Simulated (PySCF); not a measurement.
```xyz
14

C     0.4788    2.7241    0.4151
C     0.0327    1.6320    0.1782
B    -0.4677    0.2276   -0.1172
O    -1.7535    0.0639   -0.4341
C    -2.3524   -1.1726   -0.7291
S     0.6749   -1.1950   -0.0511
C     2.2896   -0.4680    0.3882
H     0.8463    3.6874    0.6215
H    -2.4535   -1.7713    0.1801
H    -3.3393   -0.9695   -1.1457
H    -1.7525   -1.7375   -1.4481
H     2.5764   -0.8492    1.3635
H     2.2095    0.6132    0.4092
H     3.0101   -0.7856   -0.3590
```

Geometry: GFN2-xTB.

The calculation used PySCF 2.14.0, PBE0/def2-SVPD, SCF density, gas phase.

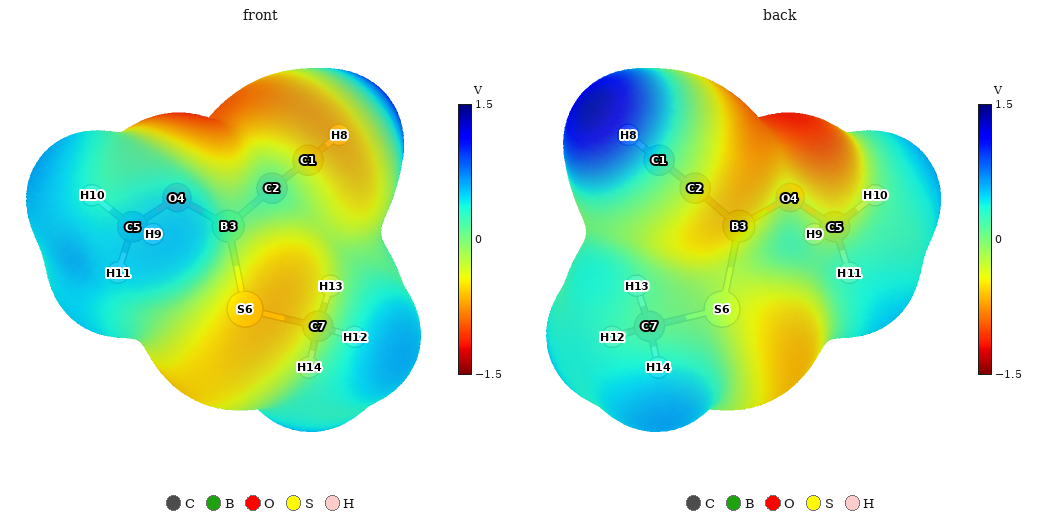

C₄H₇BOS (SMILES C#CB(OC)SC). The electrostatic potential painted on the density surface at 0.001 e/bohr³, seen from the front and from behind; the colour scale runs from red (negative) to blue (positive).

Q: Which sites attract a positive test charge, and which a negative one?

A: A positive charge is drawn to the negative regions and a negative charge to the positive ones. The most negative region (about −1.1 V, or −25 kcal/mol for a unit charge) lies over O4, the most positive (about +1.3 V, or +30 kcal/mol for a unit charge) over H8. O4 is the likeliest acceptor of a hydrogen bond.

Q: What dipole moment does the calculation give?

A: Its dipole moment is 0.77 D.
